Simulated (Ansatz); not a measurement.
SiH5ClO: molecular dynamics (part 3 of 3)

Continued. System: SiH5ClO. Method: RKS revPBE/def2-SVP (Ansatz 0.2.0). It belongs to a series of runs on one base structure; here: dynamics from the highest image of the converged band.

Geometry of the input (Å):
```
Si 0.0928  -0.1871  -0.0450
O  0.0868  -0.0797  1.9013
H  -0.7957  -0.0025  2.3211
H  1.3445  0.3516  -0.6582
H  -0.8405  1.0211  -0.0011
H  -0.7350  -1.1738  -0.8141
Cl 1.3482  -2.1515  0.8163
H  0.5331  -1.0087  2.0545
```

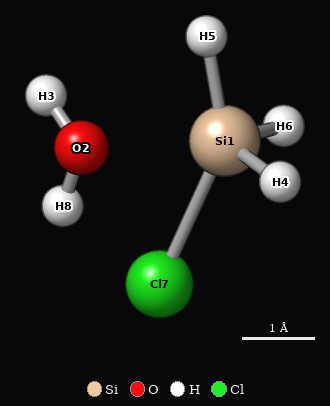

Fig. 1: The geometry at step 117 of the log (ball-and-stick view, seen at a tilt; atoms are numbered from 1 in the order of the input).

Trajectory as extended XYZ, continued
```
8
Properties=species:S:1:pos:R:3:forces:R:3 step=25 time_fs=12.5 energy=-22516.07530 temperature=37.6
Si    0.0972   -0.2020   -0.0273   -0.6814   0.1103  -0.2913
O     0.0980   -0.0881    1.8687    0.1201   0.0871   0.3101
H    -0.7417    0.1365    2.3080   -0.2563   0.0096   0.1757
H     1.3505    0.4172   -0.5072    0.1684   0.1230  -0.2463
H    -0.9293    0.9877    0.0460    0.3525  -0.3998  -0.1125
H    -0.6874   -1.1773   -0.9004    0.2341   0.2623   0.2036
Cl    1.3399   -2.1405    0.8131    0.0325  -0.1648  -0.0279
H     0.5010   -1.0138    2.0903    0.0301  -0.0276  -0.0114
8
Properties=species:S:1:pos:R:3:forces:R:3 step=33 time_fs=16.5 energy=-22516.08475 temperature=49.6
Si    0.0964   -0.2060   -0.0234    0.3474   0.3791  -0.3298
O     0.1006   -0.0896    1.8658   -0.5125   0.4774   0.5805
H    -0.7368    0.1717    2.3204    0.3044  -0.1957  -0.1068
H     1.3564    0.4541   -0.5107   -0.1687  -0.0979  -0.0745
H    -0.9183    0.9416    0.0288   -0.0112   0.0134  -0.0146
H    -0.6370   -1.1496   -0.9098   -0.0883  -0.1872  -0.1393
Cl    1.3375   -2.1383    0.8120    0.0415  -0.1733  -0.0285
H     0.4955   -1.0099    2.0878    0.0875  -0.2159   0.1132
8
Properties=species:S:1:pos:R:3:forces:R:3 step=42 time_fs=21.0 energy=-22516.07156 temperature=32.8
Si    0.0976   -0.2084   -0.0213    0.6889   0.0768  -0.4852
O     0.1000   -0.0876    1.8684    0.3592  -0.2739   0.3753
H    -0.7086    0.1870    2.3321   -0.3521   0.0193   0.2183
H     1.3375    0.4795   -0.5288   -0.1299  -0.1439   0.0122
H    -0.9126    0.8967    0.0072   -0.3942   0.4076   0.0763
H    -0.5934   -1.1488   -0.9423   -0.1261  -0.2380  -0.1382
Cl    1.3351   -2.1367    0.8106    0.0395  -0.1533   0.0460
H     0.4999   -1.0280    2.0977   -0.0852   0.3054  -0.1046
8
Properties=species:S:1:pos:R:3:forces:R:3 step=50 time_fs=25.0 energy=-22516.08024 temperature=43.9
Si    0.1020   -0.2100   -0.0223   -0.3997  -0.1734  -0.8171
O     0.1010   -0.0870    1.8751   -0.4257   0.3865   0.5948
H    -0.7129    0.1938    2.3621    0.3102  -0.2155  -0.2092
H     1.3031    0.4820   -0.5451    0.2478   0.0691  -0.0543
H    -0.9585    0.9088   -0.0006    0.0710  -0.1280   0.1030
H    -0.5723   -1.1810   -0.9892    0.1064   0.2284   0.2839
Cl    1.3330   -2.1360    0.8095    0.0406  -0.0855  -0.0038
H     0.4950   -1.0100    2.0969    0.0495  -0.0816   0.1027
8
Properties=species:S:1:pos:R:3:forces:R:3 step=58 time_fs=29.0 energy=-22516.08015 temperature=43.8
Si    0.1048   -0.2122   -0.0276   -0.5153   0.0782  -0.6971
O     0.0997   -0.0836    1.8868    0.3303   0.1675   0.0889
H    -0.6961    0.1772    2.3758   -0.4419   0.0586   0.1973
H     1.2997    0.4916   -0.5673    0.1482   0.0487   0.0434
H    -0.9965    0.9057    0.0066    0.3609  -0.3933   0.0814
H    -0.5397   -1.1855   -0.9997    0.0088   0.1821   0.2004
Cl    1.3312   -2.1356    0.8084    0.0308  -0.0264  -0.0257
H     0.4963   -0.9993    2.1087    0.0782  -0.1153   0.1114
8
Properties=species:S:1:pos:R:3:forces:R:3 step=67 time_fs=33.5 energy=-22516.09546 temperature=63.5
Si    0.1053   -0.2142   -0.0377    0.4757   0.1873  -0.1568
O     0.1000   -0.0778    1.9026   -0.2021  -0.0286   0.6465
H    -0.7203    0.1569    2.4039    0.3190  -0.1522  -0.3053
H     1.3169    0.5077   -0.5824   -0.1876  -0.1179   0.1882
H    -0.9852    0.8435    0.0288   -0.0700   0.1112   0.0290
H    -0.5065   -1.1674   -0.9850   -0.2740  -0.2872  -0.3039
Cl    1.3293   -2.1353    0.8071    0.0244   0.0117  -0.0162
H     0.5073   -0.9974    2.1373   -0.0855   0.2758  -0.0815
8
Properties=species:S:1:pos:R:3:forces:R:3 step=75 time_fs=37.5 energy=-22516.10904 temperature=81.0
Si    0.1078   -0.2153   -0.0480    0.4188  -0.6414  -0.1468
O     0.0999   -0.0726    1.9218    0.3111   0.3081   0.0591
H    -0.7223    0.1234    2.4000   -0.3697   0.0305   0.1314
H     1.3099    0.5077   -0.5691   -0.0093   0.0191   0.0707
H    -0.9822    0.8006    0.0540   -0.3640   0.4108  -0.0030
H    -0.5134   -1.1847   -1.0086   -0.0748  -0.0015  -0.1063
Cl    1.3277   -2.1350    0.8058   -0.0137   0.0826  -0.1016
H     0.5089   -0.9648    2.1557    0.1015  -0.2081   0.0964
8
Properties=species:S:1:pos:R:3:forces:R:3 step=83 time_fs=41.5 energy=-22516.12162 temperature=97.2
Si    0.1121   -0.2196   -0.0591   -0.5281  -0.7753  -0.0331
O     0.1015   -0.0647    1.9425   -0.1405   0.2488   0.3285
H    -0.7564    0.0881    2.4014    0.2026  -0.0868  -0.1727
H     1.3024    0.5109   -0.5455    0.2104   0.1719  -0.0706
H    -1.0228    0.8088    0.0775    0.1512  -0.0740  -0.1029
H    -0.5311   -1.2014   -1.0472    0.1905   0.3704   0.2130
Cl    1.3260   -2.1344    0.8041   -0.0670   0.1523  -0.1605
H     0.5212   -0.9532    2.1843   -0.0192  -0.0073  -0.0017
8
Properties=species:S:1:pos:R:3:forces:R:3 step=92 time_fs=46.0 energy=-22516.13664 temperature=116.5
Si    0.1143   -0.2290   -0.0715   -0.1555  -0.0646   0.3569
O     0.1028   -0.0534    1.9691    0.2722   0.0188   0.1016
H    -0.7759    0.0374    2.3825   -0.1701  -0.0073   0.0558
H     1.3216    0.5391   -0.5276   -0.1338  -0.0503   0.0177
H    -1.0431    0.8068    0.0863    0.3810  -0.3011  -0.1055
H    -0.5222   -1.1642   -1.0619    0.0610   0.0239  -0.1034
Cl    1.3238   -2.1329    0.8013   -0.1578   0.2134  -0.2328
H     0.5304   -0.9384    2.2148   -0.0970   0.1673  -0.0902
8
Properties=species:S:1:pos:R:3:forces:R:3 step=100 time_fs=50.0 energy=-22516.14855 temperature=131.9
Si    0.1153   -0.2381   -0.0806    0.6984  -0.0905   0.5065
O     0.1053   -0.0424    1.9942   -0.3055   0.5384   0.0537
H    -0.8024   -0.0121    2.3650    0.1000  -0.0013  -0.0074
H     1.3231    0.5593   -0.5108   -0.2121  -0.1478   0.0294
H    -1.0088    0.7642    0.0786   -0.1306   0.0904   0.0411
H    -0.5032   -1.1247   -1.0897   -0.0620  -0.3161  -0.4059
Cl    1.3211   -2.1305    0.7977   -0.2590   0.2677  -0.3102
H     0.5283   -0.9090    2.2315    0.1708  -0.3409   0.0928
8
Properties=species:S:1:pos:R:3:forces:R:3 step=108 time_fs=54.0 energy=-22516.16452 temperature=152.5
Si    0.1197   -0.2482   -0.0873    0.4658  -0.8215   0.1033
O     0.1059   -0.0276    2.0200   -0.0637  -0.2115   0.2375
H    -0.8192   -0.0603    2.3492    0.1516   0.0433   0.0074
H     1.2986    0.5611   -0.4913    0.1561   0.0520  -0.0812
H    -0.9925    0.7326    0.0763   -0.4498   0.2458   0.1201
H    -0.4877   -1.1233   -1.1680    0.2070   0.0324   0.0615
Cl    1.3172   -2.1270    0.7928   -0.3471   0.3109  -0.3166
H     0.5419   -0.9098    2.2549   -0.1200   0.3486  -0.1320
8
Properties=species:S:1:pos:R:3:forces:R:3 step=117 time_fs=58.5 energy=-22516.19325 temperature=189.6
Si    0.1273   -0.2642   -0.0941   -0.0588  -0.4959  -0.1654
O     0.1059   -0.0118    2.0511   -0.1716   0.3202  -0.0076
H    -0.8243   -0.1077    2.3368   -0.0526   0.0771   0.0976
H     1.2946    0.5709   -0.4819    0.1363   0.0807  -0.0310
H    -1.0390    0.7265    0.0926    0.1165  -0.3484   0.0212
H    -0.4349   -1.1168   -1.2455    0.2624   0.2163   0.3336
Cl    1.3111   -2.1214    0.7857   -0.4434   0.3767  -0.3604
H     0.5477   -0.8713    2.2664    0.2112  -0.2267   0.1119
8
Properties=species:S:1:pos:R:3:forces:R:3 step=125 time_fs=62.5 energy=-22516.23537 temperature=243.9
Si    0.1343   -0.2814   -0.1008    0.4150   0.1834   0.1282
O     0.1047    0.0041    2.0791   -0.1738  -0.0721   0.1537
H    -0.8330   -0.1373    2.3409    0.2409   0.0798   0.0407
H     1.3102    0.5903   -0.4778   -0.2129  -0.1025   0.1272
H    -1.0709    0.6743    0.1117    0.2567  -0.4774  -0.0354
H    -0.3493   -1.0831   -1.2703   -0.0090  -0.1384  -0.1391
Cl    1.3036   -2.1148    0.7777   -0.4856   0.3861  -0.3306
H     0.5747   -0.8516    2.2873   -0.0314   0.1411   0.0553
8
Properties=species:S:1:pos:R:3:forces:R:3 step=133 time_fs=66.5 energy=-22516.30337 temperature=331.6
Si    0.1435   -0.2981   -0.1070    0.8983  -0.2509   0.0732
O     0.1027    0.0199    2.1083    0.4388   0.0115   0.1119
H    -0.8208   -0.1575    2.3552   -0.2523  -0.0339   0.1840
H     1.2993    0.5985   -0.4562   -0.1321   0.0298   0.1438
H    -1.0726    0.5560    0.1273   -0.2581  -0.0997   0.0451
H    -0.2623   -1.0670   -1.3130   -0.0894  -0.2271  -0.3382
Cl    1.2940   -2.1064    0.7683   -0.5116   0.3849  -0.2836
H     0.6002   -0.8170    2.3182   -0.0936   0.1855   0.0638
8
Properties=species:S:1:pos:R:3:forces:R:3 step=142 time_fs=71.0 energy=-22516.40447 temperature=461.9
Si    0.1594   -0.3190   -0.1140    0.5035  -1.1116  -0.6031
O     0.1027    0.0386    2.1427   -0.2595   0.3179   0.2789
H    -0.8223   -0.1800    2.3961    0.2937   0.0668   0.0073
H     1.2680    0.6183   -0.4072    0.1217   0.3241   0.0907
H    -1.1192    0.4016    0.1526   -0.3613  -0.0372   0.0442
H    -0.1756   -1.0787   -1.4064    0.0913   0.2421   0.2582
Cl    1.2806   -2.0950    0.7562   -0.5017   0.3648  -0.2363
H     0.6236   -0.7623    2.3697    0.1123  -0.1669   0.1602
8
Properties=species:S:1:pos:R:3:forces:R:3 step=150 time_fs=75.0 energy=-22516.51995 temperature=610.8
Si    0.1764   -0.3434   -0.1232   -0.0435  -0.6034  -0.5553
O     0.1020    0.0580    2.1760    0.6809  -0.0677   0.4049
H    -0.7980   -0.1940    2.4396   -0.3025  -0.0484   0.1117
H     1.2510    0.6799   -0.3470   -0.1784   0.0958   0.1479
H    -1.2088    0.2544    0.1804    0.3760  -0.3324  -0.1181
H    -0.0870   -1.0579   -1.4590    0.1019   0.3042   0.2526
Cl    1.2663   -2.0832    0.7444   -0.4193   0.2661  -0.1744
H     0.6538   -0.7271    2.4363   -0.2150   0.3856  -0.0693
8
Properties=species:S:1:pos:R:3:forces:R:3 step=158 time_fs=79.0 energy=-22516.64572 temperature=773.1
Si    0.1936   -0.3710   -0.1353    0.0079   0.0269  -0.0557
O     0.1052    0.0778    2.2132   -0.5652   0.5116   0.4158
H    -0.7951   -0.2084    2.4931    0.3255   0.1552  -0.1128
H     1.2081    0.7556   -0.2652   -0.4022  -0.1942   0.1445
H    -1.2496    0.0616    0.1925    0.5035  -0.2628  -0.1053
H     0.0162   -0.9952   -1.4817    0.0394   0.0346  -0.3635
Cl    1.2503   -2.0703    0.7318   -0.2728   0.0865  -0.1012
H     0.6687   -0.6575    2.5017    0.3638  -0.3579   0.1781
8
Properties=species:S:1:pos:R:3:forces:R:3 step=167 time_fs=83.5 energy=-22516.79391 temperature=964.0
Si    0.2131   -0.4023   -0.1498    0.2377  -0.1183  -0.4468
O     0.1064    0.1040    2.2600    0.6781   0.0236   0.5495
H    -0.7661   -0.2087    2.5445   -0.3257  -0.1202   0.1253
H     1.0948    0.8127   -0.1483   -0.1343  -0.0184   0.0566
H    -1.2207   -0.1990    0.1908   -0.2371  -0.0025   0.0774
H     0.1415   -0.9134   -1.5633    0.0729   0.0926  -0.1952
Cl    1.2309   -2.0554    0.7171    0.0381  -0.2594   0.0283
H     0.7175   -0.6029    2.5902   -0.3299   0.4024  -0.1950
8
Properties=species:S:1:pos:R:3:forces:R:3 step=175 time_fs=87.5 energy=-22516.83308 temperature=1014.5
Si    0.2314   -0.4306   -0.1652   -0.2847   0.0163  -1.1247
O     0.1108    0.1289    2.3070   -0.7766   0.5484   0.3498
H    -0.7629   -0.2168    2.6003    0.3603   0.1031  -0.0687
H     0.9687    0.8579   -0.0344    0.0230   0.0789  -0.0099
H    -1.2172   -0.4348    0.1965   -0.1427   0.0995  -0.0502
H     0.2629   -0.8260   -1.6634    0.0101   0.2253   0.5153
Cl    1.2139   -2.0434    0.7043    0.4632  -0.6724   0.1903
H     0.7361   -0.5211    2.6531    0.3474  -0.3992   0.1981
8
Properties=species:S:1:pos:R:3:forces:R:3 step=183 time_fs=91.5 energy=-22516.78126 temperature=947.7
Si    0.2480   -0.4585   -0.1863   -1.1175   0.8992  -0.8168
O     0.1112    0.1577    2.3578    0.5380   0.0469   0.5321
H    -0.7309   -0.2191    2.6541   -0.2995  -0.1766   0.1660
H     0.8423    0.9080    0.0771   -0.0762  -0.3022  -0.1349
H    -1.2287   -0.6530    0.1923    0.4483   0.3365  -0.3481
H     0.3855   -0.7086   -1.6960   -0.0818   0.0352   0.3975
Cl    1.1988   -2.0343    0.6922    0.9674  -1.1446   0.4162
H     0.7783   -0.4691    2.7296   -0.3788   0.3056  -0.2120
8
Properties=species:S:1:pos:R:3:forces:R:3 step=192 time_fs=96.0 energy=-22516.68524 temperature=824.0
Si    0.2596   -0.4839   -0.2151   -1.2417   1.4826  -0.1860
O     0.1135    0.1915    2.4209   -0.9034   0.2284   0.4407
H    -0.7161   -0.2378    2.7324    0.3169   0.1856  -0.0940
H     0.6894    0.9132    0.1781    0.0115  -0.3260  -0.1867
H    -1.1753   -0.8368    0.1272    0.0341   0.4766  -0.3803
H     0.5109   -0.5728   -1.6764   -0.0264  -0.2225  -0.4093
Cl    1.1871   -2.0300    0.6809    1.4051  -1.5013   0.6532
H     0.7913   -0.3860    2.7952    0.4039  -0.3235   0.1624
8
Properties=species:S:1:pos:R:3:forces:R:3 step=200 time_fs=100.0 energy=-22516.64875 temperature=777.0
Si    0.2630   -0.4983   -0.2425   -0.7120   1.2312  -0.8169
O     0.1106    0.2231    2.4819    0.4270  -0.0729   0.5851
H    -0.6803   -0.2402    2.7982   -0.3061  -0.1453   0.1384
H     0.5557    0.8711    0.2403    0.1944   0.1722  -0.0411
H    -1.1241   -0.9275    0.0090   -0.7188   0.3013  -0.2710
H     0.6162   -0.4843   -1.7050   -0.0643  -0.2643  -0.0884
Cl    1.1829   -2.0330    0.6737    1.4860  -1.4816   0.7328
H     0.8313   -0.3340    2.8602   -0.3062   0.2596  -0.2388
```

Results in brief

| quantity | value |
| --- | --- |
| outcome | finished |
| mean temperature over the second half | 580 K |
| trajectory | 200 steps, 100 fs |
| ensemble | nve |
| temperature in the input | 100.0 K |
| time step | 0.5 fs |
| potential energy (last step) | −22516.6488 eV |
| mean-field energy (last step) | −22516.6488 eV |
| largest force (length of the vector) (last step) | 2.223 eV/Å |
| hardware | 2 threads of Arm Neoverse V1, 24 GiB of memory available, shared host |
| wall time | 3.2 min (CPU time 6.1 min) |
| peak memory | 0.15 GiB |

Notes

So short a trajectory is not equilibrated.
